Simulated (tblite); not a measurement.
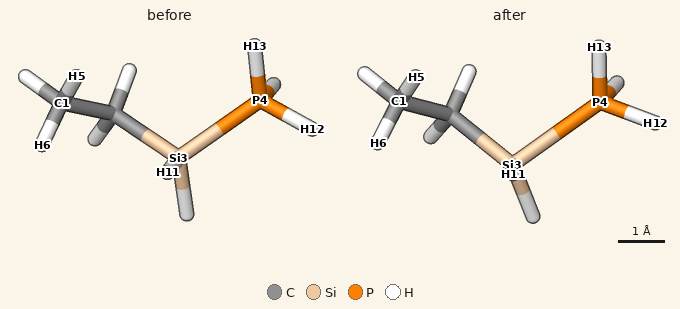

The structure of C$_{2}$H$_{10}$PSi (charge +1) before (left) and after (right) a relaxation, at one scale.

Style: stick. Shown at a tilt.

The calculation used GFN2-xTB geometry optimisation, dihedral held, gas phase (tblite 0.8.0). 

### Describe what moved and what it gained.

The energy falls by 8.32 kcal/mol in 42 geometry steps. The Si atom moves most after the best rigid fit: 0.21 Å. Largest moves by element: Si 0.21 Å, H 0.16 Å, C 0.07 Å, P 0.04 Å. Some distances before and after: P–Si 2.208 → 2.387 Å, C–Si 1.869 → 1.905 Å, H–P 1.407 → 1.378 Å, H–Si 1.483 → 1.463 Å. Among the angles between lasting bonds that change: P–Si–H 110.3° → 99.1°, P–Si–H 109.3° → 98.4°, C–Si–H 109.6° → 117.5°.
